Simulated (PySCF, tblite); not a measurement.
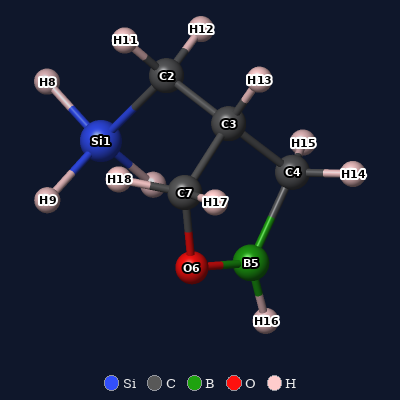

Structure of C₄H₁₁BOSi, SMILES [SiH3]C[C@@H]1CBOC1.

Kohn-Sham orbital energies near the frontier, ωB97X-D/def2-SVPD in PySCF 2.14.0, at a GFN2-xTB geometry (a minimum by its frequencies), isolated molecule; empty levels in grey, levels within 0.03 eV side by side.

Where do the frontier orbitals lie?

Answer. HOMO at −10.26 eV, LUMO at 1.79 eV, 12.04 eV apart.

List the levels with the atoms that carry most of them (a dash for levels above zero or within 0.03 eV of another, where shares mean little).

Answer.
```csv
orbital,energy (eV),Löwdin shares
LUMO+1,1.95,–
LUMO,1.79,–
HOMO,−10.26,"C4 18 %, C2 14 %, B5 14 %"
HOMO−1,−10.52,"O6 20 %, C2 12 %, C4 11 %"
HOMO−2,−10.61,"O6 25 %, C2 14 %, C7 12 %"
```

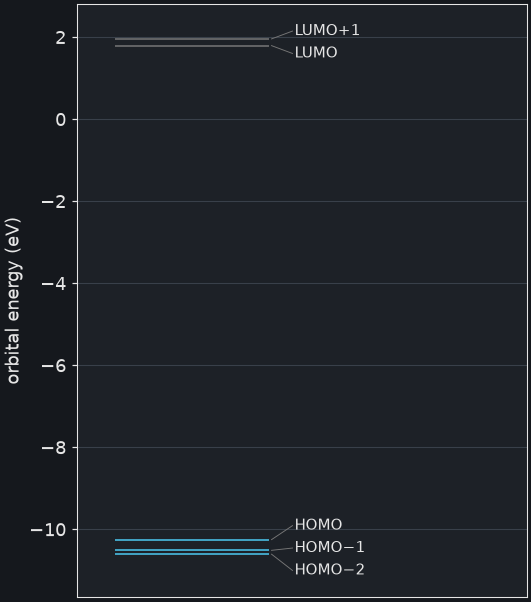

Caveats: the tight-binding geometry is rougher than a DFT one and adds to the error; one conformer of a flexible molecule; empty levels above zero depend strongly on the basis.
